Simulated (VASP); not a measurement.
Band structure of BeZn₃Se₄ (ordered alloy cell). All values below come from PBEsol GGA, VASP's PBE PAW potentials (set 64) (plane waves; VASP).

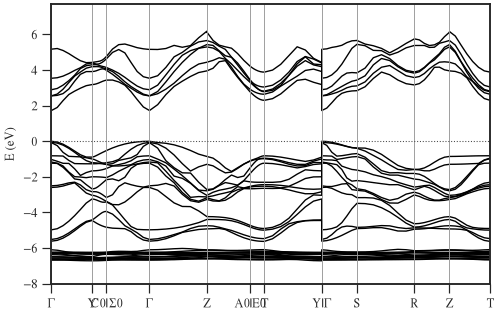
Figure: Bands along high-symmetry lines, zero at the valence-band maximum or, without a gap, the Fermi level

Question: Read the plot: is there a gap, and where are the band edges?

Answer: The gap is direct, 1.73 eV, from the valence maximum at Γ to the conduction minimum at Γ. (Edges off the drawn lines would not show.)

The structure was generated: BeZn3Se4 was put into an ordered model structure (Amm2), which need not be its known phase. It was relaxed first.
